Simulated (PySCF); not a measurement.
Vertical excitations of a molecule C7H8O from PySCF with TDA-M06-2X/def2-SVPD, as energy in eV (oscillator strength): 5.22 (0.039), 5.90 (0.000), 6.24 (0.087), 6.46 (0.000), 6.99 (0.000), 7.13 (0.004). Lowest triplet (TDA): 4.24 eV. Geometry optimised at ωB97X-D3(BJ)/def2-SVP. Other conformers were not sampled.

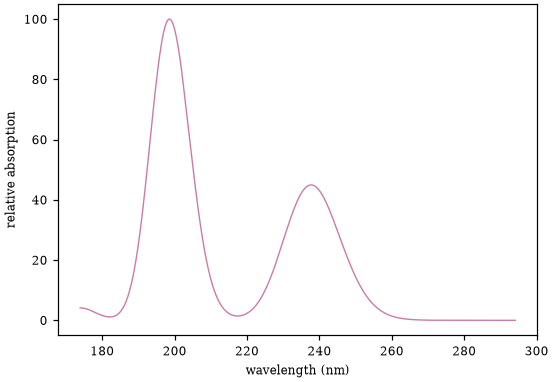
*The lines broadened by 0.4 eV.*

Question: Which structure fits?
A) COc1ccccc1
B) Cc1ccc(O)cc1
C) C#C/C(C=C)=C\OC
D) C=Cc1ccoc1C

Answer: B, Cc1ccc(O)cc1
